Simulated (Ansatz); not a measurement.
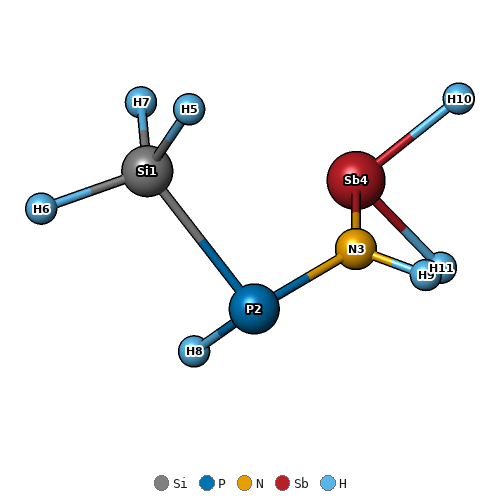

The system is H₇NPSbSi, SMILES [SiH3]P[NH][SbH2]; the picture shows the reference structure. 
- Coordinates scanned: (1) dihedral P2–N3–Sb4–H10; (2) dihedral Si1–P2–N3–Sb4.
- Nothing is relaxed (all other coordinates rigid).
- The scan uses a 9 × 9 grid.
- All energies are given in kcal/mol relative to the lowest grid point.
- Energies and slopes of some neighbouring points disagree (a jump in structure or state, or too coarse a mesh).
- Method: RKS B3LYP-D4/def2-SVP (Ansatz).

Its coordinates:

```
atom    x (Å)    y (Å)    z (Å)
  Si  -0.7964   1.9056   0.0733
   P   0.9793   0.7497   0.9151
   N   1.0049  -0.6090  -0.1510
  Sb  -0.4103  -2.1154  -0.3371
   H  -0.3587   2.5926  -1.1761
   H  -1.2505   2.9279   1.0643
   H  -1.9431   1.0079  -0.2664
   H   0.2680   0.2560   2.0641
   H   1.9497  -0.8615  -0.4295
   H   0.0112  -2.5127  -1.9680
   H   0.6113  -3.3982   0.2318
```

Range: dihedral P2–N3–Sb4–H10 from −180 to 140°; dihedral Si1–P2–N3–Sb4 from −180 to 140°.

**Predict the map.**

The lowest grid point is at dihedral P2–N3–Sb4–H10 = 140°, dihedral Si1–P2–N3–Sb4 = −60°. Other grid points that lie below all their neighbours: dihedral P2–N3–Sb4–H10 = −20°, dihedral Si1–P2–N3–Sb4 = −60° (0.44 kcal/mol higher); dihedral P2–N3–Sb4–H10 = −20°, dihedral Si1–P2–N3–Sb4 = 100° (1.4 kcal/mol higher); dihedral P2–N3–Sb4–H10 = 140°, dihedral Si1–P2–N3–Sb4 = 100° (2.3 kcal/mol higher). The highest grid point, dihedral P2–N3–Sb4–H10 = −100°, dihedral Si1–P2–N3–Sb4 = −20°, lies 18.4 kcal/mol above the lowest.

```
dihedral Si1–P2–N3–Sb4 ↓, dihedral P2–N3–Sb4–H10 →  −180  −140  −100   −60   −20    20    60   100  140
                                               140   3.1   4.8   4.8   2.9   2.1   4.0   5.5   4.5  2.8
                                               100   2.4   4.1   4.1   1.8   1.4   3.3   4.9   4.1  2.3
                                                60   7.1   9.2   9.1   5.8   6.0   7.5   9.1   8.5  6.8
                                                20   9.2  15.0  16.0  12.8  13.3  12.2  11.3  10.1  8.2
                                               −20   4.6   6.7  18.4  12.6  12.7  18.0   7.5   6.8  5.8
                                               −60   0.2   1.3   2.0   1.8   0.4   2.9   3.8   1.2  0.0
                                              −100   2.6   4.3   5.0   2.4   1.6   4.0   4.8   4.1  2.5
                                              −140   6.8   8.3   8.7   6.1   4.9   7.8   9.2   8.4  6.7
                                              −180   7.1   8.6   8.5   6.3   5.0   7.5   9.2   8.3  6.7
```

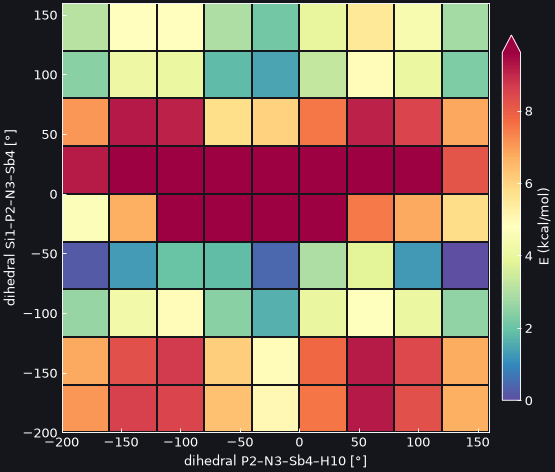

Drawn: one coloured cell a grid point, one colour for all values above the top of the scale.

Time for the 81 points that were run: 10 min on 1 thread of Intel(R) Xeon(R) Platinum 8488C (Sapphire Rapids), on a shared host.
